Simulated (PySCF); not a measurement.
**Run report: C$_{7}$H$_{11}$OPSi, NMR shielding calculation**

C$_{7}$H$_{11}$OPSi, computed with GIAO PBE0/pcSseg-1 NMR shielding, non-relativistic, gas phase (PySCF 2.14.0).

The geometry comes from this level: GFN2-xTB. It belongs to a series of runs on one base structure; here: CH2 inserted into a O-C bond. Figures and captions count atoms from 1; the log counts them from 0 in places.

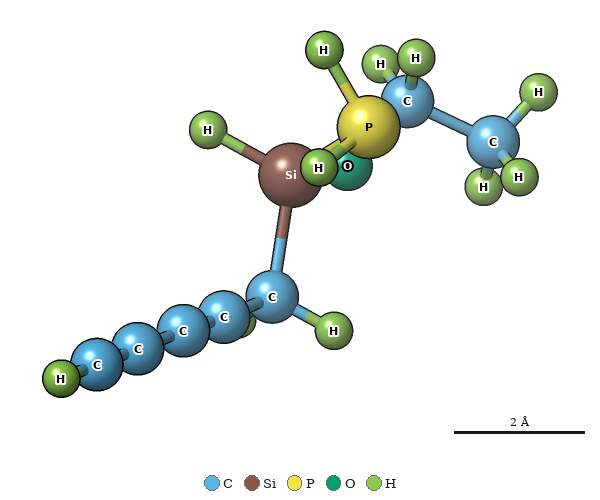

The structure as given in the input (ball-and-stick view, seen at a tilt).

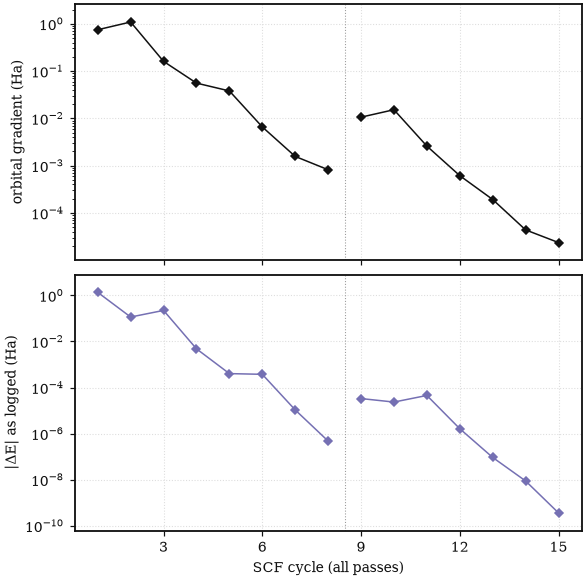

Convergence of the self-consistent field: orbital gradient and size of the energy change against the SCF cycle. The dotted line marks the change from a coarse to the final integration grid. The first 8 cycles use a coarse grid, the final grid takes over at cycle 9, and the field converges after 15 cycles in all.

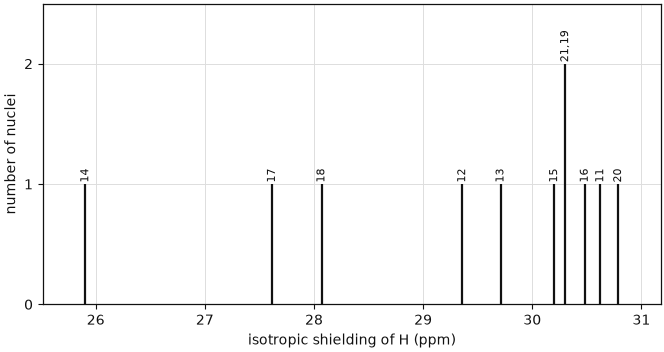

Isotropic shieldings of the hydrogen nuclei in this fixed geometry, labelled by atom number; shielding grows to the right, so chemical shift grows to the left. The least shielded is H14 (25.9 ppm), the most shielded H20 (30.8 ppm).

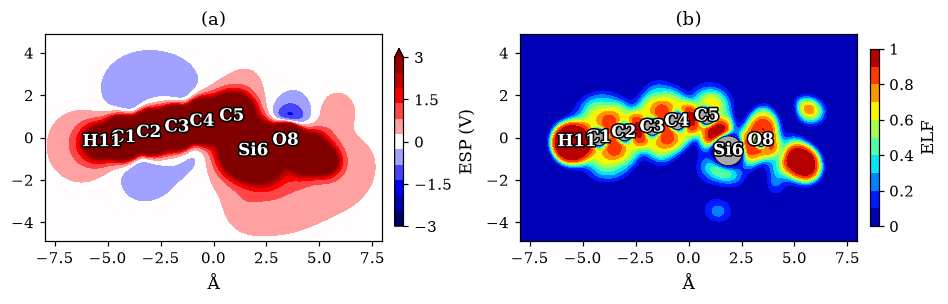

(a) electrostatic potential; (b) electron localisation function on the plane of atoms C4, C5 and Si6. Grey discs, where drawn, cover atomic cores. The section cuts through C, Si, O and H sites. C–C (1.20 Å): the ELF peaks at about 0.85 between the atoms (a multiple bond by its length, whose ELF region spreads away from the axis). Si–O (1.62 Å): the ELF peaks at about 0.85 between the atoms (a shared but strongly polarised pair). C–Si (1.91 Å): the ELF peaks at about 0.95 between the atoms, which marks a shared electron pair. C–H (1.05 Å): the ELF climbs to about 1 towards the hydrogen, as it does in any bond to H (a covalent bond by its length). C–C (1.36 Å): the ELF peaks at about 0.95 between the atoms (a multiple bond by its length, whose ELF region spreads away from the axis).

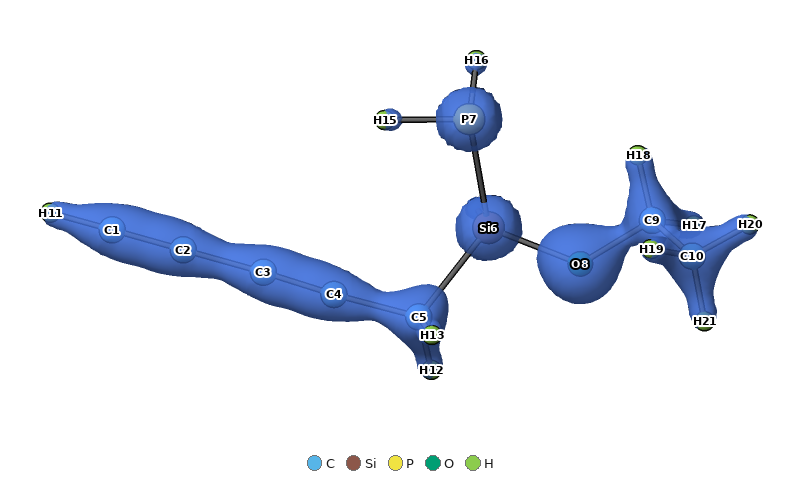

Isosurface of the electron density at 1.5 e/Å³ (blue), seen face on. At this value the surface falls into seven separate pieces. It is pinched off along the Si–O (1.62 Å) and C–Si (1.91 Å) contacts. On the grid the lowest density along these lines, outside the cores, is 2.7 e/Å³ (C–C, 1.20 Å), 1.7 e/Å³ (C–O, 1.40 Å), 1 e/Å³ (Si–O, 1.62 Å) and 0.76 e/Å³ (C–Si, 1.91 Å).

The input and output of the run follow.

### Input
```
{"job": {"kind": "nmr", "xc": "PBE0", "basis": "pcSseg-1"}, "charge": 0, "multiplicity": 1}
C      5.801075    -0.800269     0.007569
C      4.680124    -0.388022    -0.148843
C      3.415369     0.074854    -0.326211
C      2.306000     0.519819    -0.500166
C      0.965310     0.990343    -0.680237
Si    -0.294531    -0.421745    -0.408864
P     -0.166485    -1.201486     1.696446
O     -1.726561     0.304620    -0.619675
C     -2.963792    -0.041289    -0.058727
C     -3.571106     1.163220     0.642704
H      6.777585    -1.155842     0.142094
H      0.850899     1.387932    -1.689576
H      0.770728     1.805826     0.020791
H     -0.108482    -1.472964    -1.421488
H      1.207077    -1.336770     1.697304
H     -0.359656    -2.531983     1.362957
H     -3.615760    -0.386490    -0.869134
H     -2.830541    -0.865201     0.654995
H     -2.926899     1.473399     1.461496
H     -4.551896     0.910558     1.035251
H     -3.667377     1.988434    -0.058115
```

The first line tells a small driver script what to run in PySCF; the rest is the geometry in Å.

Command:
```bash
OMP_NUM_THREADS=1 python <driver script> task.json out
```

### What the program printed
```
coarse grid: 18760 points
cycle   1  E = -978.4276561425  dE =  1.352e+00  |g| = 7.467e-01  |ddm| = 4.508e+00
cycle   2  E = -978.3128496483  dE =  1.148e-01  |g| = 1.089e+00  |ddm| = 1.955e+00
cycle   3  E = -978.5350566775  dE = -2.222e-01  |g| = 1.601e-01  |ddm| = 1.380e+00
cycle   4  E = -978.5398394777  dE = -4.783e-03  |g| = 5.559e-02  |ddm| = 1.886e-01
cycle   5  E = -978.5402403457  dE = -4.009e-04  |g| = 3.796e-02  |ddm| = 6.954e-02
cycle   6  E = -978.5406139821  dE = -3.736e-04  |g| = 6.585e-03  |ddm| = 3.494e-02
cycle   7  E = -978.5406246163  dE = -1.063e-05  |g| = 1.566e-03  |ddm| = 7.268e-03
cycle   8  E = -978.5406250896  dE = -4.733e-07  |g| = 8.193e-04  |ddm| = 2.013e-03
final grid: 172608 points
cycle   9  E = -978.6127645209  dE = -3.311e-05  |g| = 1.059e-02  |ddm| = 9.999e-02
cycle  10  E = -978.6127412055  dE =  2.332e-05  |g| = 1.521e-02  |ddm| = 2.173e-02
cycle  11  E = -978.6127863981  dE = -4.519e-05  |g| = 2.592e-03  |ddm| = 1.327e-02
cycle  12  E = -978.6127880240  dE = -1.626e-06  |g| = 6.143e-04  |ddm| = 2.408e-03
cycle  13  E = -978.6127881159  dE = -9.197e-08  |g| = 1.923e-04  |ddm| = 7.107e-04
cycle  14  E = -978.6127881247  dE = -8.756e-09  |g| = 4.380e-05  |ddm| = 2.032e-04
cycle  15  E = -978.6127881251  dE = -3.590e-10  |g| = 2.365e-05  |ddm| = 5.856e-05
converged SCF energy = -978.6127881251

GIAO shielding tensors (ppm)
atom      isotropic    diamagn.    paramagn.     s11        s22        s33       span
  0 C      116.846     262.664    -145.818     38.226     41.241    271.071    232.845
  1 C      112.537     248.229    -135.691     22.837     23.961    290.815    267.978
  2 C      113.850     245.476    -131.626     35.299     38.822    267.430    232.131
  3 C      109.174     260.336    -151.163     11.251     18.220    298.050    286.799
  4 C      177.626     258.280     -80.654    157.531    174.365    200.982     43.451
  5 Si     346.006     882.171    -536.165    283.839    351.928    402.249    118.410
  6 P      616.866     969.775    -352.909    572.737    626.216    651.645     78.909
  7 O      290.167     402.858    -112.691    254.608    294.200    321.694     67.086
  8 C      122.645     242.354    -119.709     93.699    107.653    166.583     72.884
  9 C      165.889     246.394     -80.505    147.685    163.619    186.364     38.679
 10 H       30.624      34.261      -3.638     25.014     25.105     41.753     16.739
 11 H       29.359      29.991      -0.632     23.417     28.893     35.767     12.350
 12 H       29.710      31.944      -2.234     24.958     28.837     35.336     10.379
 13 H       25.905      30.894      -4.989     22.609     24.192     30.915      8.306
 14 H       30.201      32.047      -1.845     23.943     28.023     38.637     14.694
 15 H       30.482      31.353      -0.870     25.366     26.958     39.122     13.756
 16 H       27.616      28.079      -0.463     22.275     27.036     33.536     11.262
 17 H       28.069      30.699      -2.630     22.994     29.560     31.654      8.660
 18 H       30.320      30.237       0.084     26.109     30.543     34.308      8.199
 19 H       30.788      25.696       5.092     26.791     27.320     38.252     11.462
 20 H       30.284      28.230       2.054     26.629     28.349     35.875      9.247
```

### Key numbers

| quantity | value |
| --- | --- |
| outcome | converged |
| total energy | −978.612788 hartree |
| HOMO | −7.02 eV |
| LUMO | −0.47 eV |
| dipole moment | 1.67 D |
| isotropic shielding, C | 109.2 to 177.6 ppm |
| isotropic shielding, Si | 346.0 ppm |
| isotropic shielding, P | 616.9 ppm |
| isotropic shielding, O | 290.2 ppm |
| isotropic shielding, H | 25.9 to 30.8 ppm |
| hardware | 1 CPU thread, shared host |
| wall time | 70 s |
| peak memory | 1.1 GiB |
